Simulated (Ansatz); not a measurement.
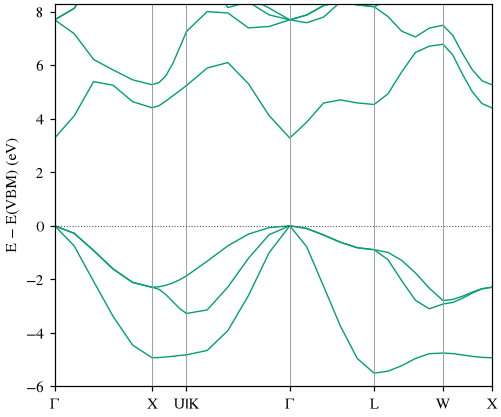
Fig. 1. Band structure from DFT-HSE06 in the program Ansatz with PAW potentials

### Question
Read off the gap and where the band edges lie.

### Answer
About 3.3 eV (3.28 eV among the points solved); maximum at Γ, minimum at Γ.

The material is ZnS (zinc blende, space group No. 216).

Space group F-43m (zinc blende). The cell was relaxed with HSE06 under the symmetry of its start. The hybrid was solved on a coarse mesh, the path and, where they were found, the r²SCAN edge points; its band edges are the extreme levels among these.

Potentials: the later of the program's two PAW sets.
